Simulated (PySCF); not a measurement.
**CH₃Br, SMILES `CBr`: what the electrons do**

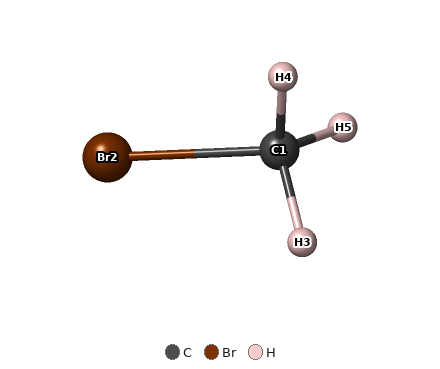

The molecule, with its atoms numbered as below. No frequency check shows the geometry to be a minimum.

Coordinates in Å:

```
C1       1.5183   -0.0000    0.0000
Br2     -0.4193    0.0000    0.0000
H3       1.8548   -1.0114    0.2035
H4       1.8548    0.6821    0.7740
H5       1.8548    0.3294   -0.9776
```

## 1. Bonding charge

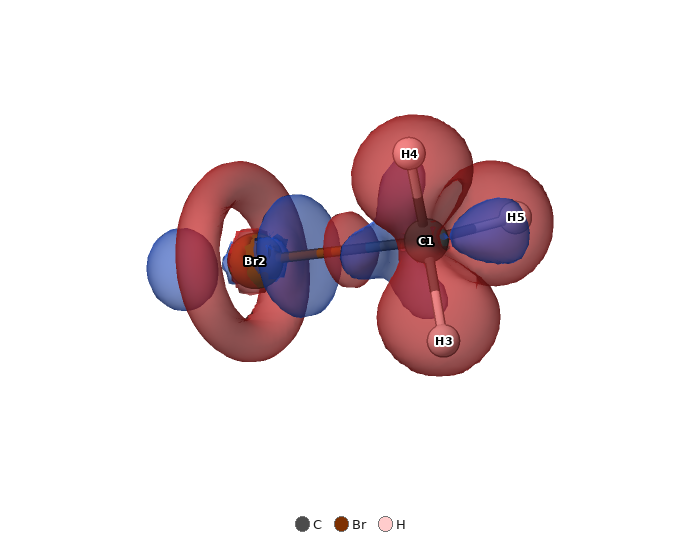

Deformation density (molecule less spherical, spin-averaged free atoms at the same positions), surfaces at ±0.07 e/Å³; red: gain, blue: loss.

PySCF calculation, PBE/def2-TZVP, gas phase; geometry: GFN2-xTB.

Describe the bonding that the map shows.

Answer. C1–H4, C1–H3 and C1–H5: +0.72 e/Å³ at the bond critical point (bond length 1.08 Å, Mayer order 1.0). C1–Br2: +0.15 e/Å³ at the bond critical point (bond length 1.94 Å, Mayer order 1.1). In all, 1.1 electrons gather in the regions of gain relative to the promolecule. A small or negative value marks a very polar bond, one between electron-rich atoms, whose free-atom densities already overlap strongly, a long bond to a heavier atom, or a closed-shell contact such as a hydrogen bond.

## 2. Bond critical points

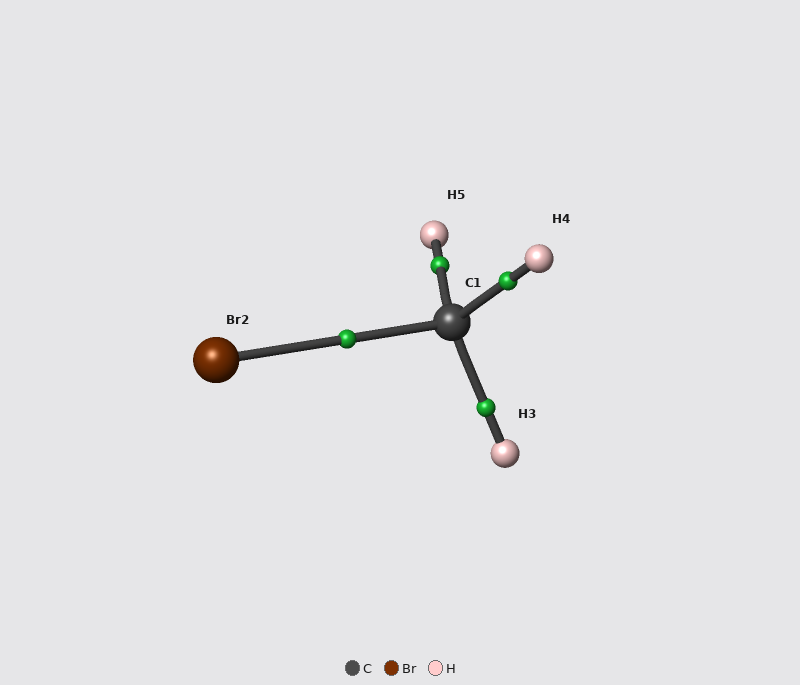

Molecular graph of the electron density (QTAIM): bond paths, bond critical points (green), ring points (magenta, if any); weak paths are dashed.

How many critical points of each kind are there, and does the count close?

Answer. 5 nuclei, 4 bond, 0 ring and 0 cage critical points: 5 − 4 + 0 − 0 = 1, as the Poincaré–Hopf relation requires.

What does the calculation give at each kind of bond critical point?

Answer.
| bond | length (Å) | ρ (a.u.) | ∇²ρ (a.u.) | ε | H (a.u.) |
| --- | --- | --- | --- | --- | --- |
| C1–H4 (3 alike) | 1.085 | 0.283 | −0.98 | 0.02 | −0.284 |
| C1–Br2 | 1.938 | 0.150 | −0.14 | 0.00 | −0.086 |

What kind of interaction is C1–H4?

Answer. Shared-shell (covalent): ρ = 0.283, ∇²ρ = −0.98, H = −0.284 a.u.

## 3. Electrostatic potential

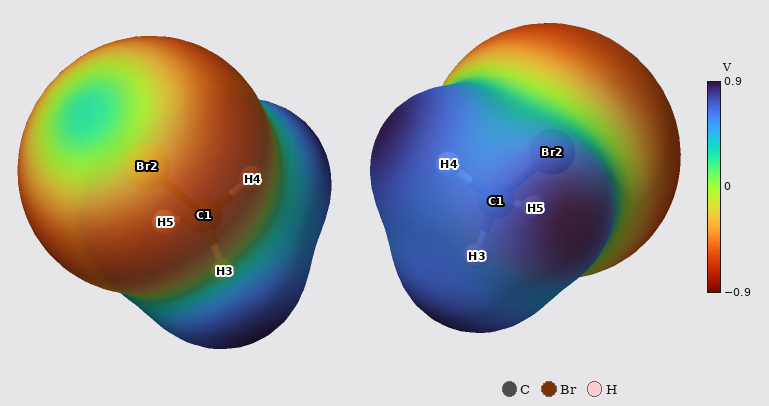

Electrostatic potential on the surface of electron density 0.001 a.u. (back view left, front view right).

Where are the extremes of the potential on the surface?

Answer. Highest: 0.88 V, 1.3 Å from H3. Further maxima include 0.25 V, 2.1 Å from Br2. Lowest: −0.58 V, 2.3 Å from Br2, and at like points elsewhere. The surface is sampled at points, so like sites can differ by a few per cent and only the strongest of them is named.

Does Br2 carry a σ-hole?

Answer. Yes: a local maximum of +0.25 V lies on the extension of the C1–Br2 bond.

What volume does the surface enclose, and what is the dipole moment?

Answer. About 71 Å³; the dipole moment is 1.9 D.

## 4. In an electric field

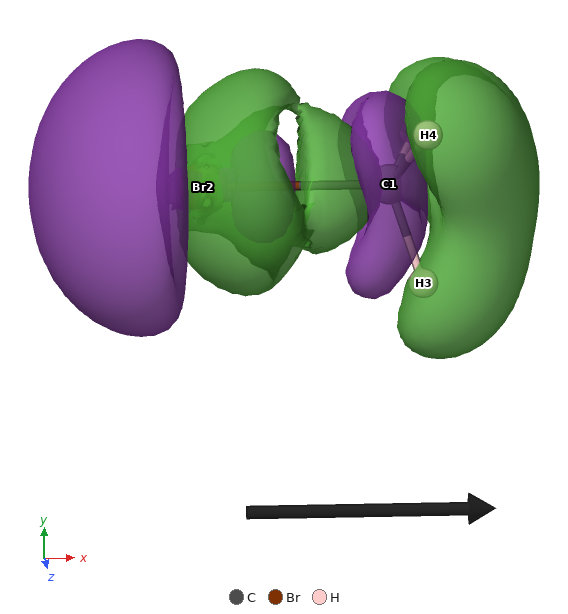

Change of the electron density in a uniform field of 0.21 V/Å along +x (arrow), surfaces at ±0.001 e/Å³ (purple: gain, green: loss).

Level of theory: PBE/def2-TZVP (PySCF), at a geometry from GFN2-xTB. A basis without diffuse functions makes polarisabilities too small.

What dipole is induced, and what polarisability does it imply?

Answer. The induced dipole is 0.42 D (along the field); α along this axis, from the fields in both directions, is 42 bohr³ (6.2 Å³).

Which atoms gain and lose the most charge?

Answer. Electrons gather most on Br2 (Hirshfeld charge changes by −0.022 e) and leave C1 most (+0.007 e); 0.037 electrons are displaced in all.

The PySCF runs shown took 6.7 s and 14 s on 1 thread of Arm Neoverse V2 (shared host).
